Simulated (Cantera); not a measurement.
A closed system holds: 1 mol SiH₂Cl₂, 0.16 mol HCl, a varied amount of H₂, equilibrated at 1025 °C and 1.00 bar.

These are equilibrium values from Cantera (NASA tables, ideal gas, pure condensed phases), not measurements of a reactor. Candidate condensed phases: Si; 19 gas species. The tables' values for SiCl₃ are old estimates; treat these amounts as uncertain. Equilibrium is a limit: real reactors are often held back by kinetics, nucleation or transport.

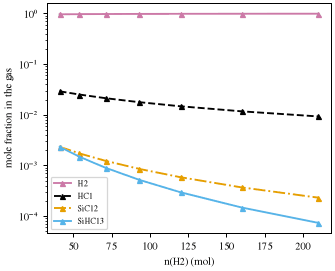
Fig. 1. Equilibrium gas composition (values under 1e-9 drawn at 1e-9)

From 41 mol H₂ to 210 mol H₂ the condensed part is Si(s). The main Si-bearing gas is SiCl₂ throughout. The share of Si in condensed phases is highest at 210 mol H₂ (91.4 %) and lowest at 41 mol H₂ (67.7 %).
